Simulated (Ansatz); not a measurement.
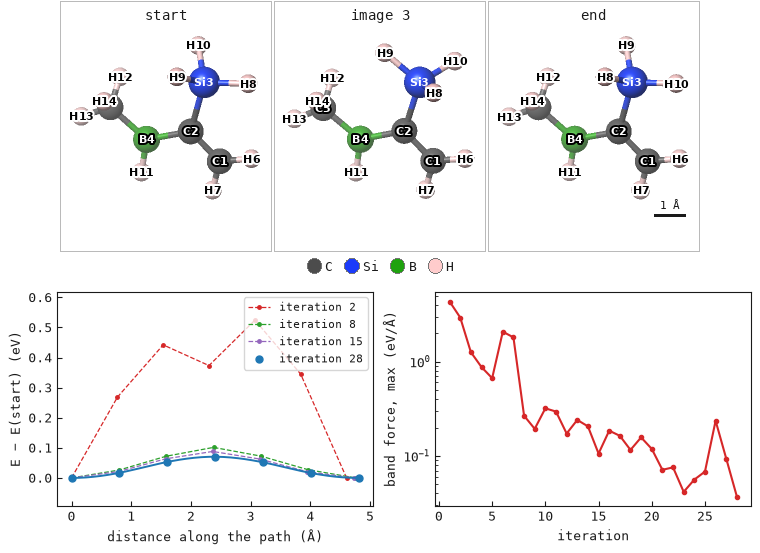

A nudged-elastic-band calculation for C₃H₉BSi. Images are numbered from 0 (start) to 6 (end). The plot follows the band through its iterations. The picture is a ball-and-stick view, seen at a tilt.

Theory: RKS B3LYP-D4/def2-SVP (Ansatz 0.2.0). Settings: 5 movable images; climbing image; force threshold 0.05 eV/Å; iteration limit 60; optimiser L-BFGS; largest step 0.5 Å; starting path through a guess of the saddle point.

How did the profile develop, and is the result final?

Answer. The run is converged, with reservations. The band converged in 28 iterations. The largest component of the band force went from 4.3 to 0.037 eV/Å. The climbing image converged on the top of the path. Its curvatures weren't checked. The step length is far from the usual. The first iteration put the highest image at 1.086 eV. The barrier is about 0.070 eV in both directions, with image 3 at the top; the ends have the same energy.
